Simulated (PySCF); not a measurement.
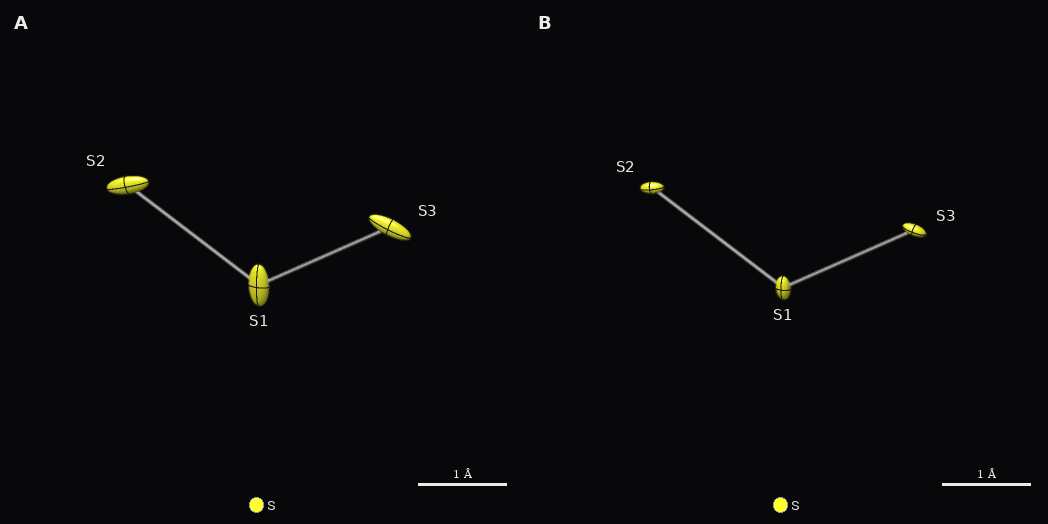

Displacement ellipsoids at the 50 % level, scaled by 3, from the internal vibrations of the free molecule (harmonic, no overall translation or rotation; no half-axis is drawn under 0.075 Å). Vibrations computed with RKS-based PBE0, S def2-TZVP; non-relativistic; density fitting (PySCF 2.14.0). One panel is for 200 K, the other for 900 K.

Which panel is for 900 K?

Answer. A.

How much does the mean-square displacement of S2 grow, and why?

Answer. U_eq goes from 0.00045 to 0.0014 Å², a factor of 3.1. Modes below kT (626 cm⁻¹ at 900 K) grow about in proportion to T, and the lowest lies at 271 cm⁻¹; the mean-square amplitude of a mode is its zero-point value times coth(ħω/2kT), which comes close to 1 only above about 3kT.
